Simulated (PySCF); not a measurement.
Geometry relaxation of BSiO2F3

BSiO2F3, computed with PBE0-D3(BJ)/def2-SVP geometry optimisation, gas phase (PySCF 2.14.0).

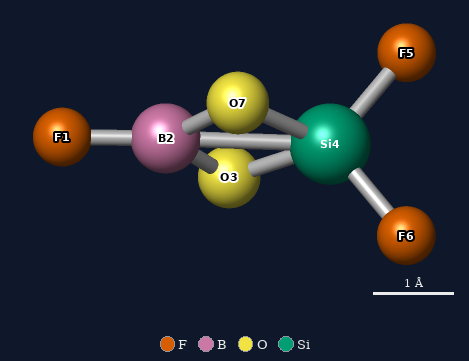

Figure 1. The structure as given in the input (ball-and-stick view, seen at a tilt; atoms are numbered from 1 in the order of the input).

The input:
```
{"job": {"xc": "PBE0", "basis": "def2-SVP", "d3": "d3bj", "grid": 2, "kind": "geom", "shake": 0.01}, "charge": 0, "multiplicity": 1}
F      1.284720     1.934368     0.939037
B      0.607628     0.946134     0.451660
O      1.045013    -0.357069     0.283584
Si    -0.402935    -0.674114    -0.326200
F     -1.324356    -1.697990     0.482425
F     -0.494025    -1.111763    -1.835910
O     -0.685426     0.926431    -0.017443
```

The first line tells a small driver script what to run in PySCF; the rest is the geometry in Å.

Command:
```bash
OMP_NUM_THREADS=1 python <driver script> task.json out
```

What the program printed:
```
step   0  E = -763.60547652  max force = 0.057299
step   1  E = -763.61013511  max force = 0.004417
step   2  E = -763.61025859  max force = 0.001801
step   3  E = -763.61028286  max force = 0.000830
step   4  E = -763.61028580  max force = 0.000405
optimisation converged
```

Trajectory as extended XYZ (Å, eV, eV/Å), 5 frames, from step=0 to step=4:
```
7
Properties=species:S:1:pos:R:3:forces:R:3 step=0 energy=-20778.76339
F     1.2847    1.9344    0.9390    0.1721   0.3614   0.1595
B     0.6076    0.9461    0.4517   -0.2589  -0.2655  -0.1461
O     1.0450   -0.3571    0.2836    2.9464  -0.5482   0.8860
Si   -0.4029   -0.6741   -0.3262   -2.1165  -0.9215  -0.1708
F    -1.3244   -1.6980    0.4824    0.2283   0.1877  -0.1082
F    -0.4940   -1.1118   -1.8359    0.0821  -0.1353  -0.5394
O    -0.6854    0.9264   -0.0174   -1.0536   1.3213  -0.0810
7
Properties=species:S:1:pos:R:3:forces:R:3 step=1 energy=-20778.89016
F     1.2716    1.9132    0.9342   -0.0121  -0.0370  -0.0183
B     0.6120    0.9008    0.4423    0.0381   0.1915   0.0723
O     1.0838   -0.3998    0.2908    0.1207   0.0777   0.0855
Si   -0.4365   -0.6918   -0.3311    0.0169  -0.1778  -0.2271
F    -1.3230   -1.7188    0.4862   -0.1229  -0.0644   0.0152
F    -0.4555   -1.1338   -1.8565   -0.0942   0.0091   0.0539
O    -0.7041    0.9283   -0.0260    0.0534   0.0008   0.0185
7
Properties=species:S:1:pos:R:3:forces:R:3 step=2 energy=-20778.89351
F     1.2725    1.9175    0.9354   -0.0084  -0.0138  -0.0118
B     0.6145    0.9045    0.4441   -0.0308   0.0926   0.0299
O     1.0883   -0.3959    0.2956    0.0689  -0.0189   0.0337
Si   -0.4323   -0.6968   -0.3317    0.0122  -0.0696  -0.0847
F    -1.3306   -1.7211    0.4805   -0.0334  -0.0140  -0.0055
F    -0.4637   -1.1348   -1.8570   -0.0391  -0.0089   0.0212
O    -0.7003    0.9246   -0.0269    0.0306   0.0326   0.0172
7
Properties=species:S:1:pos:R:3:forces:R:3 step=3 energy=-20778.89418
F     1.2707    1.9208    0.9368    0.0052  -0.0022  -0.0018
B     0.6152    0.9067    0.4459   -0.0427   0.0176   0.0050
O     1.0914   -0.3950    0.2998    0.0010  -0.0206   0.0012
Si   -0.4291   -0.6993   -0.3326    0.0174   0.0007  -0.0075
F    -1.3346   -1.7218    0.4758    0.0035   0.0046  -0.0023
F    -0.4677   -1.1371   -1.8573   -0.0041  -0.0102  -0.0014
O    -0.6975    0.9238   -0.0283    0.0196   0.0101   0.0067
7
Properties=species:S:1:pos:R:3:forces:R:3 step=4 energy=-20778.89426
F     1.2696    1.9209    0.9386    0.0011   0.0020   0.0002
B     0.6140    0.9074    0.4468   -0.0208  -0.0005   0.0021
O     1.0913   -0.3946    0.3015   -0.0130  -0.0122  -0.0036
Si   -0.4281   -0.6995   -0.3335    0.0208   0.0050  -0.0007
F    -1.3347   -1.7215    0.4743    0.0022   0.0037   0.0004
F    -0.4664   -1.1386   -1.8579    0.0004  -0.0057  -0.0009
O    -0.6972    0.9240   -0.0298    0.0093   0.0076   0.0026
```

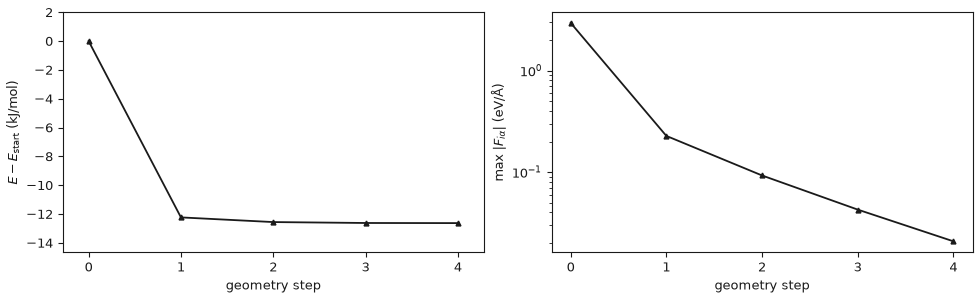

Figure 2. Progress of the relaxation, step by step (steps are counted from 0).

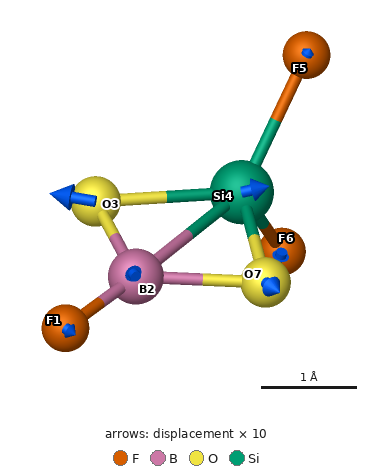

Figure 3. The starting structure with the displacements as blue arrows, magnified 10 times (ball-and-stick view, seen at a tilt). The two geometries are laid on each other by the best rigid fit. The atom that moves furthest after the best rigid fit is O3 (0.050 Å). Largest moves by element: O 0.050 Å, Si 0.030 Å, B 0.017 Å, F 0.016 Å. Distances before and after: O3–Si4 1.603 → 1.675 Å, B2–O7 1.376 → 1.395 Å, Si4–O7 1.654 → 1.673 Å, Si4–F6 1.575 → 1.587 Å. Among the angles that change: O3–B2–O7 104.0° → 107.3°, F1–B2–O7 129.2° → 126.3°, B2–O3–Si4 87.0° → 84.2°. After 4 geometry steps the energy has fallen by 12.6 kJ/mol. Largest force component: 2.9 eV/Å at the start, 0.021 eV/Å at the end. (Atoms are counted from 1 in the order of the input.)

Key numbers:

- outcome: converged
- total energy: −763.610286 hartree
- dipole moment: 0.60 D
- point group: C2v
- hardware: 1 CPU thread, shared host
- wall time: 37 s
- peak memory: 0.52 GiB
